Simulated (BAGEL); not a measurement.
# C2H4Ge (SMILES C#[C][GeH3]): HF/6-31G(d) (density fitting with qzvpp-jkfit, spherical functions)

Aim: the energy change on altering one bond length of C2H4Ge at HF/6-31G* (density fitting with qzvpp-jkfit, spherical functions), from 2 runs. 

The results are computed with BAGEL 1.2.2.

9 further runs of the same task are left out: 8 that didn't finish, 1 set aside as unsound or not needed. Runs told in other sessions of the task aren't counted.

## 1. Starting point

C2H4Ge: 7 atoms, total charge 0, spin state singlet. SMILES: `C#[C][GeH3]`. The shape is that of a PBE0-D4/def2-TZVP optimisation.

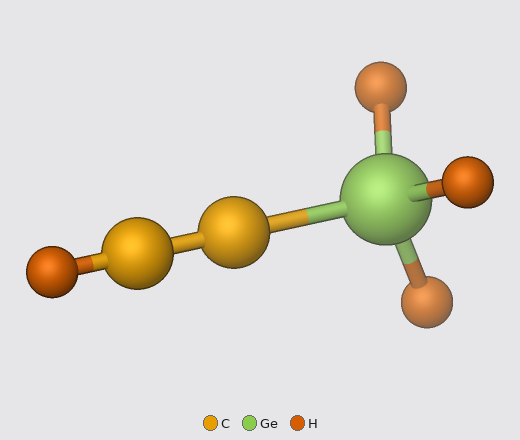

The structure, seen from a chosen angle (carbon amber, germanium green, hydrogen orange).

## 2. The energy at HF/6-31G(d) (density fitting with qzvpp-jkfit, spherical functions)

calc.json

```json
{ "bagel" : [

{
  "title" : "molecule",
  "basis" : "6-31gs.json",
  "df_basis" : "qzvpp-jkfit",
  "angstrom" : true,
  "geometry" : [
    { "atom" : "C", "xyz" : [   -0.810400,   -1.833500,    0.129100 ] },
    { "atom" : "C", "xyz" : [   -0.318200,   -0.736700,    0.047700 ] },
    { "atom" : "Ge", "xyz" : [    0.458400,    0.991600,   -0.081000 ] },
    { "atom" : "H", "xyz" : [   -1.245800,   -2.803700,    0.201200 ] },
    { "atom" : "H", "xyz" : [    0.128400,    1.576300,   -1.459100 ] },
    { "atom" : "H", "xyz" : [   -0.127400,    1.876400,    1.025300 ] },
    { "atom" : "H", "xyz" : [    1.976100,    0.861500,    0.091000 ] }
  ]
},
{
  "title" : "hf"
},
{
  "title" : "print",
  "file" : "orbitals.molden",
  "orbitals" : true
}

]}
```

The basis set 6-31G* is read from a file made from the Basis Set Exchange's data (not shown).

Run with:

```sh
$ BAGEL_NUM_THREADS=1 BAGEL calc.json > calc.out
```

Output:

```text
* using 1 threads per process

  ===============================================================
  ===============================================================

  *** Geometry ***

  { "atom" : "C", "xyz" : [     -1.531434,     -3.464813,      0.243964 ] },
  { "atom" : "C", "xyz" : [     -0.601311,     -1.392161,      0.090140 ] },
  { "atom" : "Ge", "xyz" : [      0.866250,      1.873852,     -0.153068 ] },
  { "atom" : "H", "xyz" : [     -2.354221,     -5.298225,      0.380213 ] },
  { "atom" : "H", "xyz" : [      0.242641,      2.978775,     -2.757299 ] },
  { "atom" : "H", "xyz" : [     -0.240751,      3.545882,      1.937536 ] },
  { "atom" : "H", "xyz" : [      3.734288,      1.627999,      0.171965 ] },

  Number of auxiliary basis functions:      488

  Since a DF basis is specified, we compute 2- and 3-index integrals:
    o Being stored without compression. Storage requirement is 0.018 GB

  Number of basis functions:       68
  Number of electrons      :       48

    * METHOD: MOLECULE                             0.22

  *** RHF ***

  === Nuclear Repulsion ===
   150.4383953681

      * DIIS with orbital gradients will be used.

  === RHF iteration (6-31gs.json) ===
      0      -2152.98550969          0.01387036           0.05
      1      -2153.05244010          0.00506014           0.05
      2      -2153.06042233          0.00140481           0.05
      3      -2153.06116164          0.00047740           0.05
      4      -2153.06122227          0.00007080           0.05
      5      -2153.06122421          0.00003114           0.05
      6      -2153.06122449          0.00000665           0.05
      7      -2153.06122452          0.00000134           0.05
      8      -2153.06122452          0.00000036           0.05
      9      -2153.06122452          0.00000013           0.05
     10      -2153.06122452          0.00000005           0.05
     11      -2153.06122452          0.00000001           0.06
     12      -2153.06122452          0.00000000           0.05
    * SCF iteration converged.

    * Permanent dipole moment:
           (    0.016507,     0.037351,    -0.002724) a.u.

    * METHOD: HF                                   0.87

    * METHOD: PRINT                                0.01

  ===============================================================
```

It took 1.2 s on 1 thread of Arm Neoverse V2, shared host; peak memory 0.1 GiB.

## 3. The distorted shape at the same level

hf.json

```json
{ "bagel": [

{
  "title": "molecule",
  "basis": "6-31gs.json",
  "df_basis": "qzvpp-jkfit",
  "angstrom": true,
  "geometry": [
    { "atom": "C", "xyz": [      -1.742326,      -3.907474,       0.283541 ] },
    { "atom": "C", "xyz": [      -1.250126,      -2.810674,       0.202141 ] },
    { "atom": "Ge", "xyz": [       0.458400,       0.991600,      -0.081000 ] },
    { "atom": "H", "xyz": [      -2.177726,      -4.877674,       0.355641 ] },
    { "atom": "H", "xyz": [       0.128400,       1.576300,      -1.459100 ] },
    { "atom": "H", "xyz": [      -0.127400,       1.876400,       1.025300 ] },
    { "atom": "H", "xyz": [       1.976100,       0.861500,       0.091000 ] }
  ]
},

{ "title": "hf", "charge": 0 },

{ "title": "print", "file": "orbitals.molden", "orbitals": true }

]}
```

The basis set 6-31G* is read from a file made from the Basis Set Exchange's data (not shown).

Run with:

```sh
$ BAGEL_NUM_THREADS=1 BAGEL hf.json > hf.out
```

Output:

```text
* using 1 threads per process

  ===============================================================
  ===============================================================

  *** Geometry ***

  { "atom" : "C", "xyz" : [     -3.292519,     -7.384056,      0.535815 ] },
  { "atom" : "C", "xyz" : [     -2.362396,     -5.311404,      0.381991 ] },
  { "atom" : "Ge", "xyz" : [      0.866250,      1.873852,     -0.153068 ] },
  { "atom" : "H", "xyz" : [     -4.115306,     -9.217468,      0.672064 ] },
  { "atom" : "H", "xyz" : [      0.242641,      2.978775,     -2.757299 ] },
  { "atom" : "H", "xyz" : [     -0.240751,      3.545882,      1.937536 ] },
  { "atom" : "H", "xyz" : [      3.734288,      1.627999,      0.171965 ] },

  Number of auxiliary basis functions:      488

  Since a DF basis is specified, we compute 2- and 3-index integrals:
    o Being stored without compression. Storage requirement is 0.018 GB

  Number of basis functions:       68
  Number of electrons      :       48

    * METHOD: MOLECULE                             0.21

  *** RHF ***

  === Nuclear Repulsion ===
   103.5223933758

      * DIIS with orbital gradients will be used.

  === RHF iteration (6-31gs.json) ===
      0      -2152.64809816          0.01637593           0.06
      1      -2152.18478445          0.02399753           0.06
      2      -2152.74718264          0.00916068           0.05
      3      -2152.77713912          0.00550801           0.06
      4      -2152.79516972          0.00349176           0.06
      5      -2152.80812277          0.00193566           0.06
      6      -2152.81559421          0.00084513           0.05
      7      -2152.81600124          0.00027468           0.06
      8      -2152.81609082          0.00008267           0.06
      9      -2152.81609415          0.00003452           0.06
     10      -2152.81609498          0.00001057           0.06
     11      -2152.81609509          0.00000363           0.06
     12      -2152.81609510          0.00000236           0.06
     13      -2152.81609511          0.00000125           0.06
     14      -2152.81609511          0.00000053           0.06
     15      -2152.81609511          0.00000015           0.05
     16      -2152.81609511          0.00000011           0.06
     17      -2152.81609511          0.00000003           0.06
     18      -2152.81609511          0.00000002           0.05
     19      -2152.81609511          0.00000001           0.05
     20      -2152.81609511          0.00000001           0.06
    * SCF iteration converged.

    * Permanent dipole moment:
           (   -1.678238,    -3.734457,     0.278132) a.u.

    * METHOD: HF                                   1.38

    * METHOD: PRINT                                0.01

  ===============================================================
```

Run time: 1.7 s. Hardware: 1 thread of Arm Neoverse V2, shared host; peak memory 0.1 GiB.

## 4. Outcome

At HF/6-31G* (density fitting with qzvpp-jkfit, spherical functions):

```
                                                          quantity           value
                                         first shape: total energy  -2153.06122 Eh
                                        first shape: dipole moment          0.10 D
                                          first shape: HOMO energy       -10.64 eV
                                          first shape: LUMO energy         4.00 eV
                                        first shape: HOMO–LUMO gap        14.65 eV
                                     distorted shape: total energy  -2152.81610 Eh
                                    distorted shape: dipole moment         10.43 D
                                      distorted shape: HOMO energy        -8.16 eV
                                      distorted shape: LUMO energy        -2.64 eV
                                    distorted shape: HOMO–LUMO gap         5.52 eV
energy change with the C2–Ge3 bond stretched from 1.899 to 4.178 Å        6.670 eV
```

**Reading.** One bond (distorted shape) is far stretched, which a spin-restricted single reference describes badly; a broken-symmetry solution may lie lower. With the C2–Ge3 bond stretched from 1.899 to 4.178 Å the energy rises by 6.67 eV (154 kcal/mol). The first shape isn't relaxed at this level, so the change isn't measured from a minimum. A restricted reference can't describe the breaking bond well at this length.
